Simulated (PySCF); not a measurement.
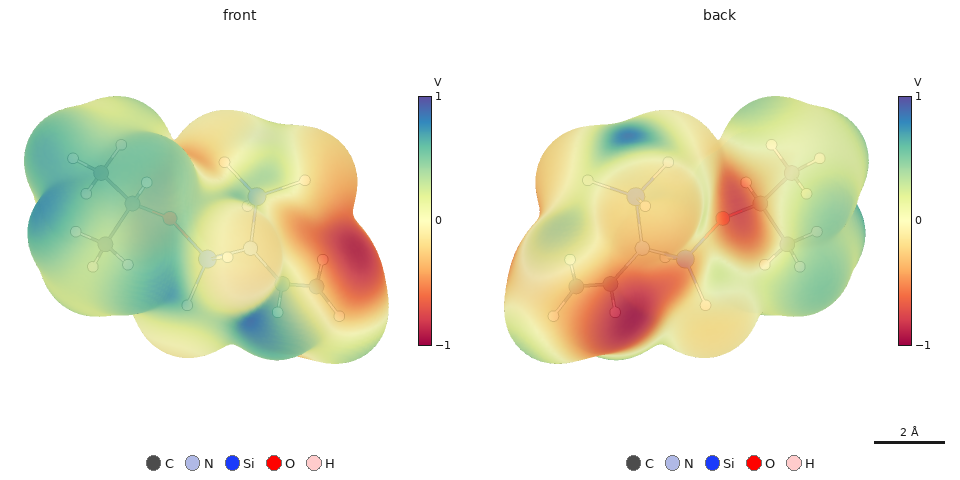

Figure. C5H15NOSi2 (SMILES C=CN([SiH3])[SiH2]OC(C)C). The electrostatic potential painted on the density surface at 0.001 e/bohr³, seen from the front and from behind; the colour scale runs from red (negative) to blue (positive).

Geometry: GFN2-xTB.

Method: PBE0/pcSseg-1, SCF density, gas phase, non-relativistic (PySCF 2.14.0).

```
atom    x (Å)    y (Å)    z (Å)
   C  -4.0298  -0.8775   0.4977
   C  -2.8112  -1.1003   0.0246
   N  -1.7553  -0.2108  -0.0202
  Si  -2.0108   1.4656   0.4126
  Si  -0.2590  -0.8922  -0.5782
   O   0.8295   0.2338  -0.2219
   C   2.1585   0.3729  -0.6454
   C   2.8391   1.3890   0.2684
   C   2.9027  -0.9563  -0.6413
   H  -4.3237   0.0656   0.9213
   H  -4.7736  -1.6532   0.4725
   H  -2.5725  -2.0759  -0.3784
   H  -3.1608   1.9503  -0.3593
   H  -2.2705   1.5570   1.8543
   H  -0.8228   2.2243   0.0503
   H   0.0023  -2.1416   0.1470
   H  -0.3427  -1.1604  -2.0223
   H   2.1409   0.7646  -1.6737
   H   3.8493   1.5894  -0.0778
   H   2.8793   1.0015   1.2832
   H   2.2746   2.3175   0.2757
   H   3.9373  -0.8062  -0.9385
   H   2.8770  -1.3882   0.3555
   H   2.4304  -1.6491  -1.3318
```

Q: Where is the surface potential most negative and most positive?

A: The most negative region (about −0.9 V) lies over the π face of C1 and C2, the most positive (about +0.8 V) over Si4, Si5, H12 and H22.
